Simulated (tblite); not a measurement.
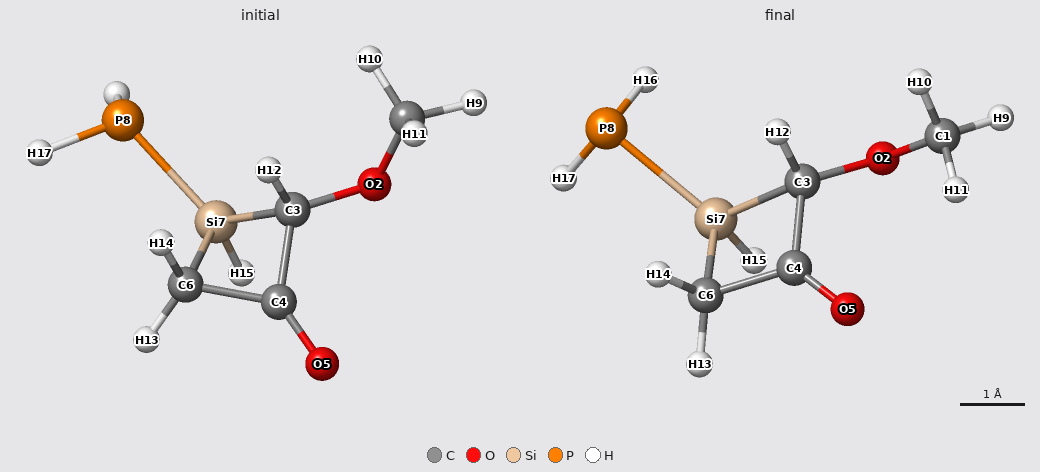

The structure of C4H9O2PSi before (left) and after (right) a relaxation, at one scale.

A ball-and-stick model, seen at a tilt.

All numbers below come from tblite, GFN2-xTB geometry optimisation, gas phase. 

> Describe what moved and what it gained.

The atom that moves furthest after the best rigid fit is H17 (1.22 Å). Largest moves by element: H 1.22 Å, O 1.02 Å, C 0.60 Å, P 0.60 Å, Si 0.33 Å. Among the contacts that change: C3–C6 2.049 → 2.353 Å, C3–Si7 1.829 → 1.931 Å, P8–H16 1.467 → 1.385 Å, P8–H17 1.449 → 1.384 Å. Bond angles that change, for instance: Si7–P8–H16 112.1° → 94.8°, C3–C4–C6 86.4° → 101.7°, Si7–P8–H17 108.4° → 94.7°. Groups turn about O2–C3 by about 55°. The energy falls by 41.4 kcal/mol in 133 geometry steps. Cost: 1.2 s on 1 thread of Arm Neoverse V1, on a shared host.
